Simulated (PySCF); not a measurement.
# C5H10O (4-penten-2-ol): the cost of one run

Computed with PySCF 2.14.0 and routines of our own; the level stands in each step. Atoms count from 0.

## (1) The starting structure

16 atoms, charge 0, multiplicity 1; geometry from: GFN2-xTB.

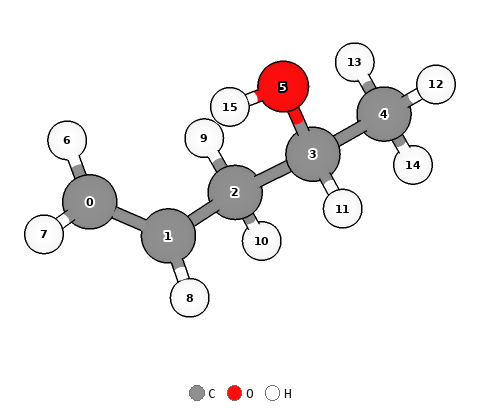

The starting geometry (carbon grey, oxygen red, hydrogen white).

## (2) Geometry optimisation at PBE0-D3(BJ)/def2-SVP

What the job is given:

```
{"job": {"xc": "PBE0", "basis": "def2-SVP", "d3": "d3bj", "grid": 2, "kind": "geom"}, "charge": 0, "multiplicity": 1}
C      2.205758     1.243506     0.248369
C      1.311947     0.793035    -0.613801
C      0.492129    -0.440038    -0.408645
C     -0.966878    -0.070431    -0.076390
C     -1.833471    -1.316421     0.062969
O     -1.043403     0.639434     1.141667
H      2.434194     0.709798     1.157053
H      2.760775     2.150385     0.077377
H      1.098648     1.347350    -1.519348
H      0.896373    -1.029434     0.416309
H      0.498810    -1.047830    -1.315177
H     -1.365543     0.560104    -0.891374
H     -2.839847    -1.026850     0.352214
H     -1.426311    -1.962153     0.836653
H     -1.872514    -1.860398    -0.876678
H     -0.358266     1.318886     1.142157
```

On the command line:

```bash
$ OMP_NUM_THREADS=1 python excited_run.py task.json out
```

The driver reads the jobs from task.json and runs them one after another.

**Question.** How long does this first job take on 1 thread of Intel Xeon Platinum 8488C, shared host, and how much memory does it need?

About 71 s, with a peak of 0.73 GiB.
